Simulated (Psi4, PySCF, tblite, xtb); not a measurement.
Interaction energy of CH4 ··· CH5N (SMILES C and CN). Monomers: optimised at B3LYP-D3(BJ) (def2-TZVP), held rigid. Orientation: a random orientation, not optimised. The monomers approach along the line of their centres of mass (distance R); nothing else relaxes.

Geometry at R = 3.85 Å (first 5 atoms: monomer A):
```
12

C      0.0000     0.0000     0.0000
H     -0.6152    -0.8000    -0.4097
H     -0.4095     0.9633    -0.3009
H      0.0071    -0.0679     1.0870
H      1.0176    -0.0955    -0.3763
C     -0.2269    -1.8956    -3.2305
N      0.6057    -0.9134    -3.9238
H     -0.1559    -2.8544    -3.7464
H      0.1580    -2.0432    -2.2202
H     -1.2910    -1.6334    -3.1509
H      0.2759    -0.7675    -4.8702
H      0.5665    -0.0157    -3.4564
```

GFN1-xTB (xtb); RKS-B3LYP/LANL2DZ = restricted B3LYP/LANL2DZ, no counterpoise correction (PySCF); SAPT0/jun-cc-pVDZ, frozen core (Psi4); GFN2-xTB (tblite); MP2/aug-cc-pVDZ = DF-MP2/aug-cc-pVDZ, frozen core, counterpoise-corrected in Psi4.

Interaction energies in kJ/mol (negative: bound); R is the distance of the centres of mass, d the H2···H9 distance.

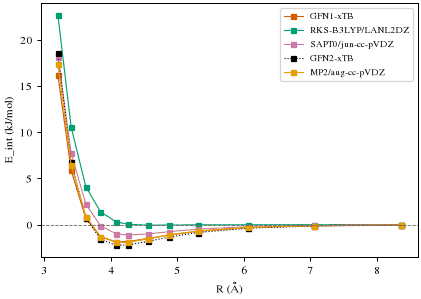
Figure. Interaction energy against separation.

```
R / Å  d / Å  GFN1-xTB  RKS-B3LYP/LANL2DZ  SAPT0/jun-cc-pVDZ  GFN2-xTB  MP2/aug-cc-pVDZ
-----  -----  --------  -----------------  -----------------  --------  ---------------
3.21    1.75     16.15              22.67              18.15     18.59            17.40
3.41    1.93      5.85              10.51               7.72      6.72             6.44
3.63    2.12      0.67               4.09               2.20      0.72             0.87
3.85    2.33     -1.31               1.37              -0.13     -1.59            -1.30
4.08    2.54     -1.86               0.32              -0.98     -2.24            -1.93
4.26    2.71     -1.84               0.03              -1.14     -2.21            -1.91
4.57    3.01     -1.50              -0.07              -1.01     -1.81            -1.54
4.88    3.31     -1.13              -0.05              -0.77     -1.35            -1.13
5.31    3.73     -0.72              -0.03              -0.50     -0.86            -0.70
6.06    4.46     -0.33              -0.02              -0.23     -0.39            -0.31
7.05    5.44     -0.13              -0.02              -0.09     -0.16            -0.12
8.36    6.73     -0.04               0.00              -0.03     -0.06            -0.04
```

Lowest grid point: GFN1-xTB -1.86 kJ/mol at R = 4.08 Å; RKS-B3LYP/LANL2DZ -0.07 kJ/mol at R = 4.57 Å; SAPT0/jun-cc-pVDZ -1.14 kJ/mol at R = 4.26 Å; GFN2-xTB -2.24 kJ/mol at R = 4.08 Å; MP2/aug-cc-pVDZ -1.93 kJ/mol at R = 4.08 Å.
